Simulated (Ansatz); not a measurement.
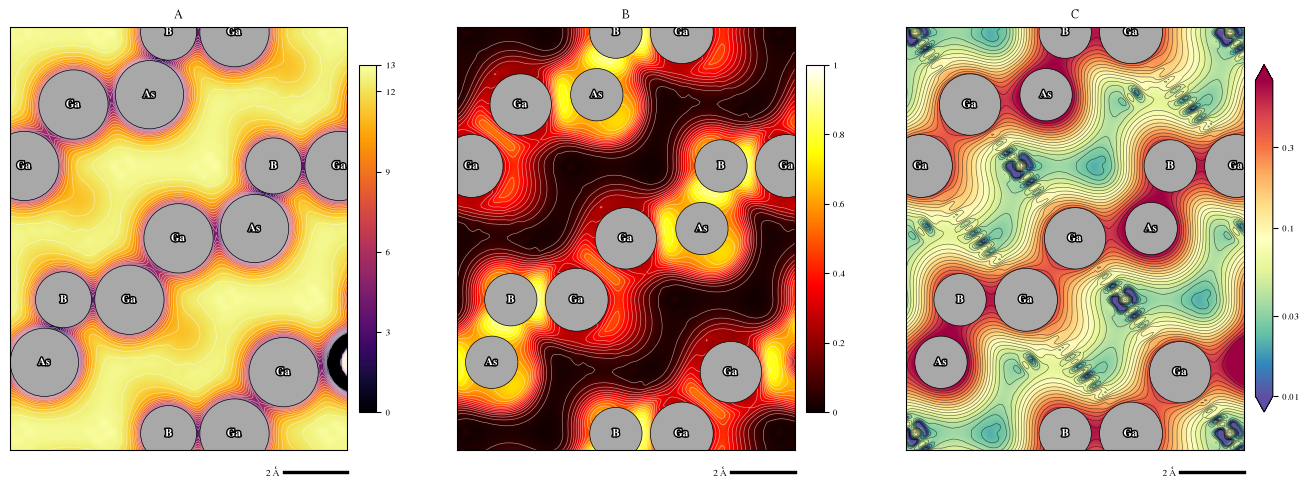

Ga4BAs3: 3 fields on the (110) plane of the conventional cell, with unlabelled colour scales. Grey discs cover the atomic cores.

Space group R3m; a generated structure, not necessarily the stable one; changed on purpose from its base cell (volume × 0.91, shape and atoms relaxed); computed pressure about 7 GPa in this cell.

Level of theory: DFT PBE, scalar-relativistic, plane waves, PAW in Ansatz 0.2.0.

Which field does each panel show? The fields are: electron localisation function, electrostatic potential energy of an electron and valence pseudo-density.

Answer. Panel A: electrostatic potential energy of an electron (low next to the atoms, rising into the space between them). Panel B: electron localisation function. Panel C: valence pseudo-density. From the grid: B–As (2.06 Å): ρ at the midpoint is about 0.77 e/Å³; the ELF peaks at about 0.90 between the atoms. Ga–As (2.42 Å): the density is about 0.53 e/Å³ at the midpoint; the ELF peaks at about 0.80 between the atoms.
